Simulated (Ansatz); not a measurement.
GaSiH7O: several calculations on one system

**1. Relaxation**

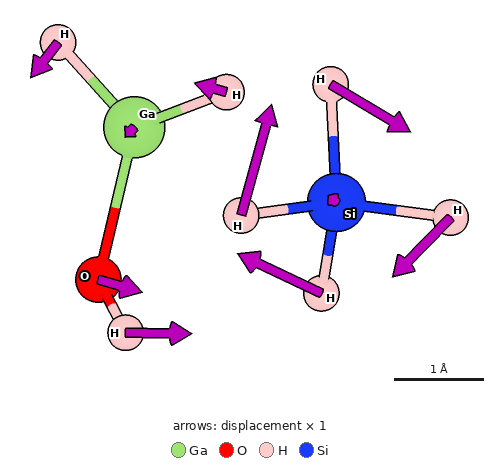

A relaxation of GaSiH7O. The starting structure is drawn; purple arrows show the displacements, at their true length. The two geometries are superimposed by the best rigid fit.

A ball-and-stick model, seen from a free direction.

The run prepares an end point of a later path (reaction) calculation, from a guessed geometry.

These are results of RKS BHLYP-D4/def2-mTZVP in Ansatz, not measurements. Set-up: no spin polarisation; force threshold 0.03 eV/Å; at most 50 steps.

Q: Atoms of which element are displaced furthest, and by how much?

A: Hydrogen: up to 1.32 Å, against 0.55 Å for oxygen.

Q: What did the optimiser do to the structure, and how much energy did it gain?

A: The largest move after the best rigid fit is that of an H atom, 1.32 Å. Largest moves by element: H 1.32 Å, O 0.55 Å, Ga 0.17 Å, Si 0.16 Å. Some distances before and after: Ga–Si 3.530 → 3.391 Å, Ga–H 2.214 → 2.310 Å, H–Si 1.470 → 1.487 Å, Ga–O 1.788 → 1.796 Å. Bond angles that change, for instance: H–Si–H 109.5° → 106.4°, H–Si–H 110.1° → 112.3°. The energy falls by 24.4 kJ/mol in 24 accepted moves (28 points after the start). The largest force component goes from 0.52 to 0.014 eV/Å. The line search rejected the trial steps at points 3, 9, 14, 26 of the run. The forces were under the threshold at step 8, but the run went on from there.

Limits of the set-up: the start holds two separate molecules, 2.2 Å apart at their closest, whose relative position is a soft coordinate.

**2. Relaxation**

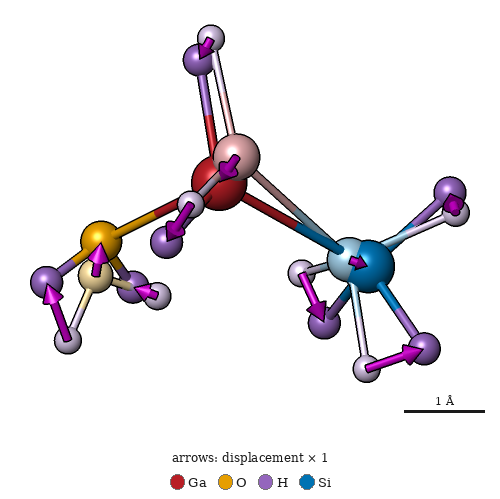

A relaxation of GaSiH7O. The starting structure is drawn faded, the final one solid; purple arrows show the displacements, at their true length. The two geometries are superimposed by the best rigid fit.

The picture is a ball-and-stick view, seen from a free direction.

The run prepares an end point of a later path (reaction) calculation, from a guessed geometry.

All numbers below come from Ansatz 0.2.0, RKS BHLYP-D4/def2-mTZVP.

The input:
```yaml
crystal:
  periodic: [false, false, false]
  atoms:
    - { symbol: Ga, position_ang: [0.069808, 0.474985, -0.487132] }
    - { symbol: O, position_ang: [-0.11929, -0.087732, 2.430373] }
    - { symbol: H, position_ang: [-1.012254, -0.200172, 2.748722] }
    - { symbol: H, position_ang: [1.405906, -0.251934, -0.870658] }
    - { symbol: H, position_ang: [-1.296248, -0.172835, -0.91003] }
    - { symbol: Si, position_ang: [0.115379, 2.564639, 0.594599] }
    - { symbol: H, position_ang: [0.753519, 2.439637, 1.930551] }
    - { symbol: H, position_ang: [0.884938, 3.612716, -0.111692] }
    - { symbol: H, position_ang: [-1.232587, 3.118189, 0.852237] }
    - { symbol: H, position_ang: [0.117929, 0.839907, 2.63193] }
basis:
  gaussian: { orbitals: def2-mTZVP }
hamiltonian:
  xc: { name: BHLYP }
  dispersion: d4
relax:
  f_tol: 0.03
  max_steps: 50
```

Launched with:
```bash
ansatz run input.yaml --threads 2 --pin off --max-ram 3072MiB --backend cpu --events-out ev --progress --plain --runs-dir out
```

Question: Describe the change and its energy.

Answer: Over 21 accepted moves (24 points after the start) the energy falls by 0.396 eV. The largest force component goes from 1.1 to 0.011 eV/Å. The line search rejected the trial steps at points 5, 14, 20 of the run. The forces were under the threshold at step 18, but the run went on from there. The largest moves after the best rigid fit, 0.82 Å, are those of H3 and H9. Largest moves by element: H 0.82 Å, O 0.47 Å, Ga 0.45 Å, Si 0.25 Å. Some distances before and after: Ga1–O2 2.977 → 2.207 Å, Ga1–Si6 2.353 → 2.427 Å, O2–H10 0.978 → 0.958 Å, Ga1–H5 1.570 → 1.578 Å. New bonds form, among them: Ga1–O2 (2.98 → 2.21 Å). Bond angles that change, for instance: Ga1–Si6–H7 110.3° → 107.1°. Groups turn about Ga1–Si6 by about 30°. The run took 71 s on 2 threads of Arm Neoverse V2, on a shared host, peak memory 0.23 GiB.

**3. Path**

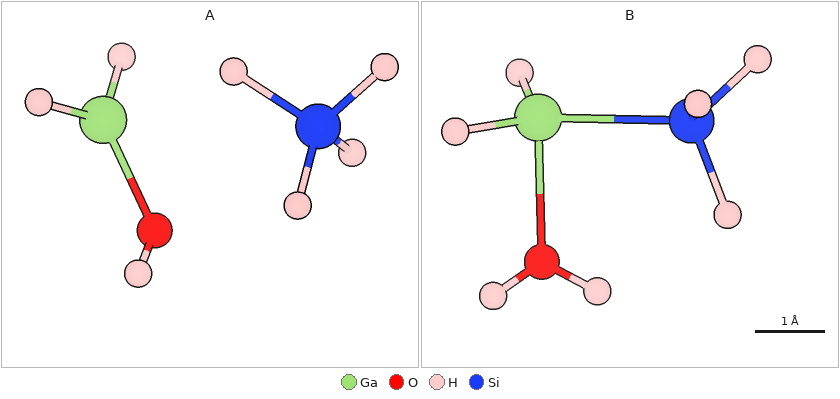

The two relaxed end points of a path for GaSiH₇O, made up at the start of GaH₃O and SiH4. A ball-and-stick model, seen from a free direction.

These are results of Ansatz, RKS BHLYP-D4/def2-mTZVP, not measurements.

Run with 7 movable images; climbing image; force threshold 0.03 eV/Å; iteration limit 53.

Start:
```xyz
10

Ga    0.0041   -0.4319    0.2337
O    -0.3015   -0.1334    1.9782
H    -1.2174   -0.1095    2.2430
H     1.5011   -0.6546   -0.1120
H    -1.2338   -0.5766   -0.7054
Si    0.1878    2.8512    1.0637
H     1.2815    2.5470    1.9892
H     0.4020    4.1667    0.4369
H    -1.1235    2.8234    1.7216
H     0.1867    1.8551   -0.0398
```

End:
```xyz
10

Ga   -0.0680    0.5256   -0.1015
O     0.1759   -0.2997    1.9306
H    -0.5532   -0.8752    2.1630
H     1.1809   -0.1364   -0.7830
H    -1.4848   -0.1338   -0.3225
Si    0.0370    2.8303    0.6509
H     0.2160    2.7994    2.1321
H     1.1707    3.6189    0.1258
H    -1.1909    3.6195    0.4167
H     0.2036    0.3887    2.5968
```

Predict the minimum-energy path and its barrier.

The highest point, image 5, lies 165.3 kJ/mol above the start and 154.4 kJ/mol above the end; the end is at +10.8 kJ/mol relative to the start. Breaking: Si6–H10 (1.49 → 1.84 at the top → 3.13 Å). Forming: Ga1–Si6 (3.39 → 2.75 at the top → 2.43 Å), O2–H10 (2.87 → 1.29 at the top → 0.96 Å). The band converged in 20 iterations, with a climbing image at the top. At the top, the vibrational analysis gives one imaginary mode (1658i cm⁻¹), as a transition state must have.

Energies of the converged images:

```tsv
image	path (Å)	E (kJ/mol)
0	0.00	0.0
1	1.04	2.9
2	2.07	5.2
3	3.11	6.3
4	4.14	17.2
5	5.18	165.3
6	6.34	22.9
7	7.50	11.5
8	8.66	10.8
```

The geometry at the top of the path:

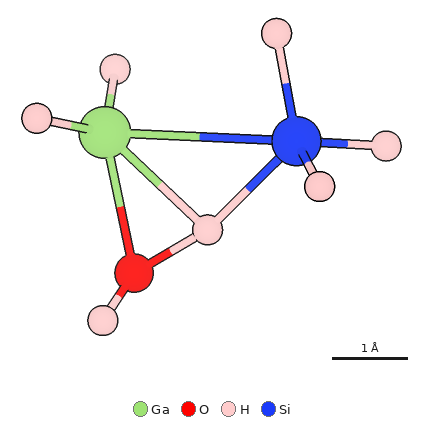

Limits of the set-up: the start holds two separate molecules, 2.3 Å apart at their closest, whose relative position is a soft coordinate.

Cost: 6.3 min on 2 threads of Arm Neoverse V2, on a shared host, peak memory 0.24 GiB.
